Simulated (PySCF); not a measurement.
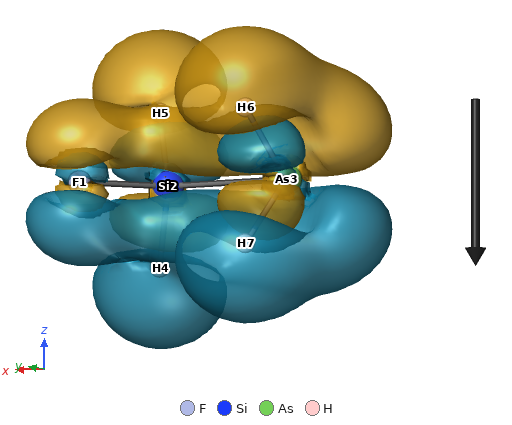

Figure. AsFH4Si, SMILES `F[SiH2][AsH2]`. Change of the electron density in a uniform field of 0.26 V/Å along −z (arrow), surfaces at ±0.001 e/Å³ (yellow: gain, teal: loss).

PySCF calculation, B3LYP/def2-SVPD, gas phase; geometry: GFN2-xTB. No frequency check shows the geometry to be a minimum. GFN2-xTB bond lengths at metals and heavier atoms can be off by up to 0.1 Å and shapes distorted, which carries into these values.

The field was applied in both directions; the picture shows the one opposite to the script's first.

How large is the response?

Answer. The induced dipole is 0.68 D (along the field); α along this axis, from the fields in both directions, is 54 bohr³ (8.0 Å³).
